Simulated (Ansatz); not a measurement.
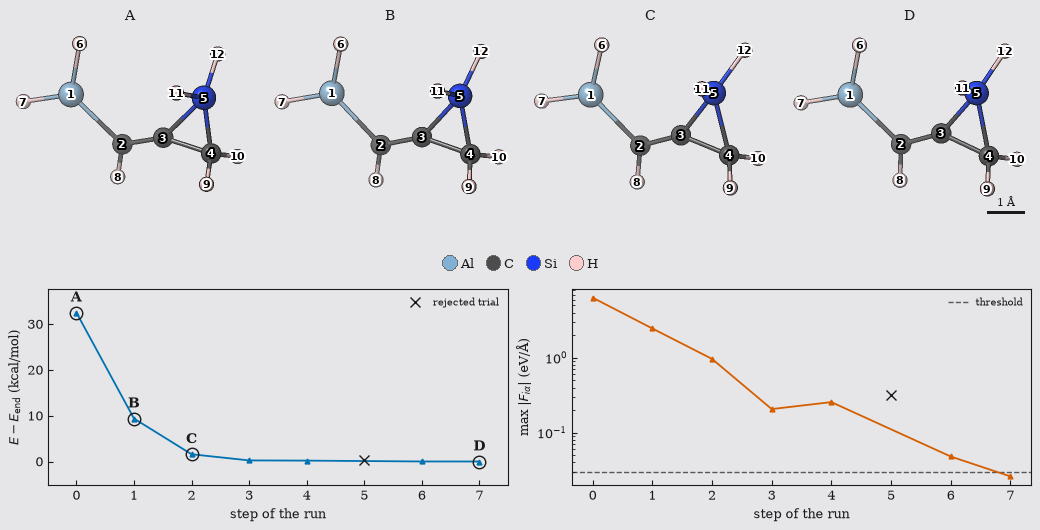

Frames of a relaxation of C3H7AlSi (coarse preliminary run), marked on the history of the run. A ball-and-stick model, seen at a tilt.

The start comes from a force field.

These are results of RKS PBE-D4/def2-SVP (Ansatz), not measurements.

Input
```yaml
crystal:
  periodic: [false, false, false]
  atoms:
    - {symbol: Al, position_ang: [-0.575500, 0.303800, 2.395400]}
    - {symbol: C, position_ang: [-0.956300, -0.626100, 0.704000]}
    - {symbol: C, position_ang: [-0.257400, -0.356700, -0.389200]}
    - {symbol: C, position_ang: [0.185800, -0.590800, -1.807700]}
    - {symbol: Si, position_ang: [1.202800, 0.629200, -1.299200]}
    - {symbol: H, position_ang: [0.521900, 1.475000, 2.443600]}
    - {symbol: H, position_ang: [-1.474400, 0.028700, 3.682200]}
    - {symbol: H, position_ang: [-1.691900, -1.360400, 0.655000]}
    - {symbol: H, position_ang: [0.575900, -1.580200, -1.927800]}
    - {symbol: H, position_ang: [-0.687700, -0.264600, -2.470200]}
    - {symbol: H, position_ang: [2.453800, 0.241200, -0.620400]}
    - {symbol: H, position_ang: [0.780000, 2.045700, -1.331500]}
basis:
  gaussian: {orbitals: def2-SVP}
hamiltonian: {xc: pbe, dispersion: d4}
relax: {f_tol: 0.03, max_steps: 200}
```

Launched with:
```bash
ansatz run in.yaml --threads 4 --pin off --events-out ev --progress --plain --max-ram 10444MiB
```

Describe the path.

Answer. After 6 accepted moves (7 points after the start) the energy has fallen by 32.5 kcal/mol. Largest force component: 6.4 eV/Å at the start, 0.026 eV/Å at the end. The line search rejected the trial step at point 5 of the run. The largest move after the best rigid fit is that of H12, 0.28 Å. By element the largest moves are H 0.28 Å, Si 0.24 Å, C 0.15 Å, Al 0.09 Å. Among the contacts that change: C4–Si5 1.668 → 1.901 Å, C3–Si5 1.983 → 1.858 Å, C2–H8 1.041 → 1.112 Å, C4–H9 1.070 → 1.108 Å. Bond angles that change, for instance: C2–C3–C4 154.4° → 140.0°, C3–Si5–H11 106.4° → 120.1°, C4–C3–Si5 55.1° → 67.9°. From step 0 to 1: H12 moves most (0.14 Å), energy −23.1 kcal/mol. From step 1 to 2: Si5 moves most (0.20 Å), energy −7.79 kcal/mol. From step 2 to 7: H8 moves most (0.09 Å), energy −1.58 kcal/mol.
